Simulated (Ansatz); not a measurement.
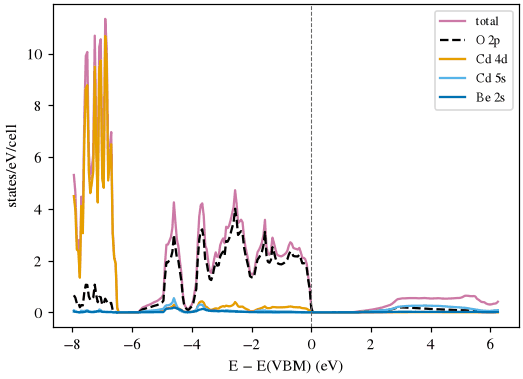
Total and projected density of states of BeCdO₂ in space group P3m1 (No. 156; Cd on 1b, O on 1b, Be on 1c, O on 1c), plane-wave PAW r²SCAN (Ansatz code)

### Question
Which orbitals carry the states next to the gap?

### Answer
Top 1 eV of the valence band: O 2p 88 %, Cd 4d 8 %. Bottom 1 eV of the conduction band: Cd 5s 40 %, O 2p 33 %, O 2s 15 %, Be 2s 6 %. Projections are on Löwdin-orthogonalised atomic valence shells; empty p or d shells of many metals are not among them.

### Question
Where is the tallest occupied peak in this window, and what makes it?

### Answer
Near -6.9 eV, about 11 states/eV per cell; the largest projected share is Cd 4d.

The start of the workflow was typed in or built on a structure type; neither database checked (COD, Materials Project) lists it. Its standing as an ambient phase is unchecked. The r²SCAN relaxation kept the symmetry of its start; whether a distortion lowers the energy is not shown. Spin–orbit coupling is left out wherever it is not named.

Potentials: the earlier of the program's two PAW sets. The files were generated under PBE; for other functionals the program regenerates the frozen cores, and for LDA and PBEsol the local potential too.
